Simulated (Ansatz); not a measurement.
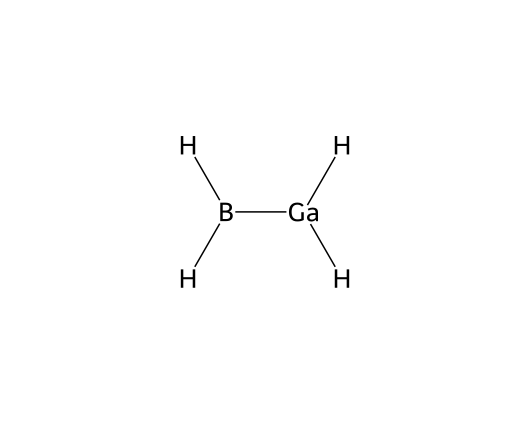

Give its SMILES.

[BH2][GaH2]

Give the formula, hydrogens included.

BGaH4.

An optimisation with PBE0-D4/def2-TZVP gave a structure of which point group?

C2v.

The parts below concern this one geometry. Atoms keep their numbers from picture to picture. Computed geometry: PBE0-D4/def2-TZVP optimisation.

### Thermal motion

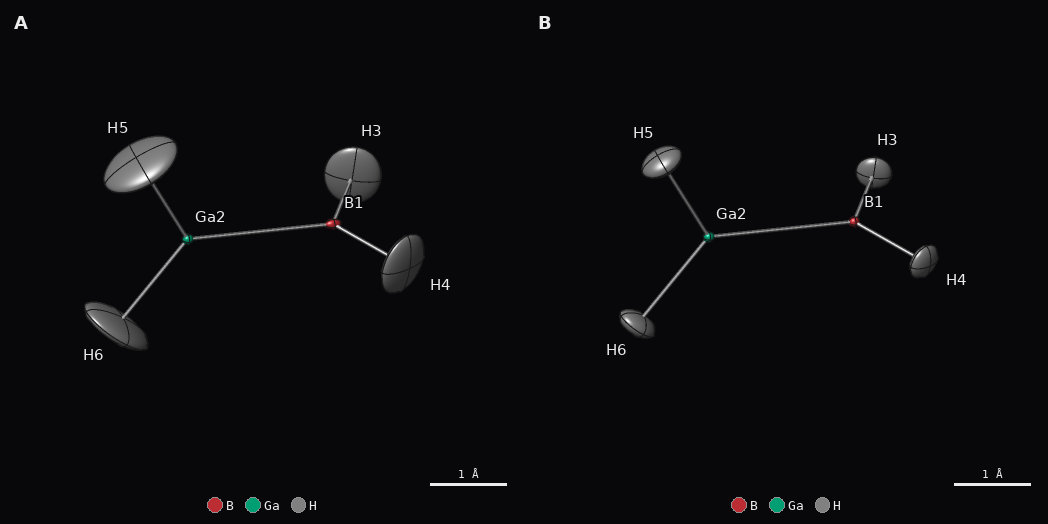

Displacement ellipsoids at the 50 % level, from the internal vibrations of the free molecule (harmonic, no overall translation or rotation; no half-axis is drawn under 0.075 Å). Vibrations computed with RKS PBE0-D4/def2-TZVP (Ansatz 0.2.0). One panel is for 100 K, the other for 900 K.

Which panel is for 900 K?

A.

How much does the mean-square displacement of H5 grow, and why?

U_eq goes from 0.0230 to 0.0704 Å², a factor of 3.1. Modes below kT (626 cm⁻¹ at 900 K) grow about in proportion to T, and the lowest lies at 296 cm⁻¹; the mean-square amplitude of a mode is its zero-point value times coth(ħω/2kT), which comes close to 1 only above about 3kT.

### Dipole moment

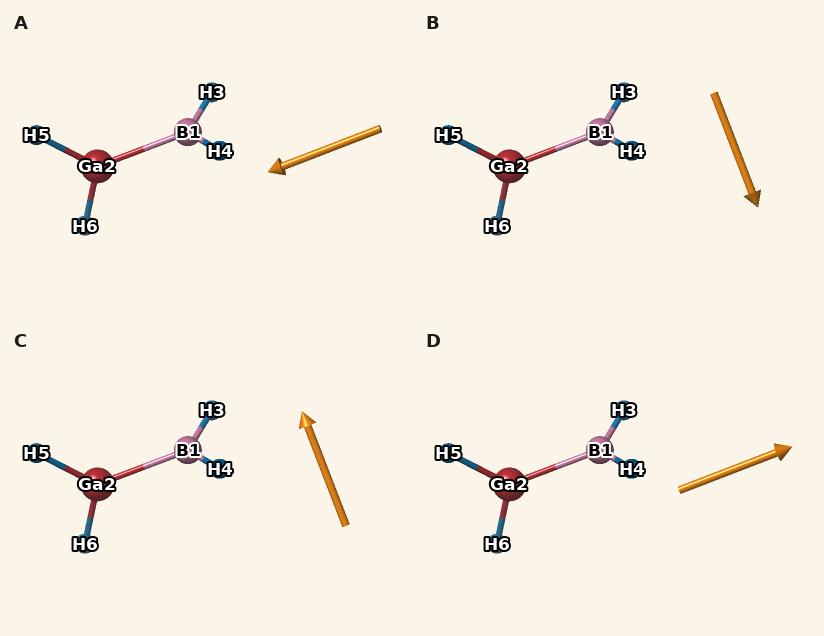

The same molecule four times, each with an arrow. Level of theory: RKS ωB97M-V/def2-TZVPP (Ansatz 0.2.0).

Which arrow points along the dipole moment, from the negative to the positive end?

D. The dipole moment is 0.56 D; it points from the side of H5, H6 to the side of H3, H4 (the outermost atoms at the two ends).

### Electronic properties

Method: RKS B97M-V/def2-TZVPP (Ansatz 0.2.0).

What is the HOMO–LUMO gap?

3.81 eV.

What is the HOMO energy (Kohn–Sham orbital)?

−6.81 eV.
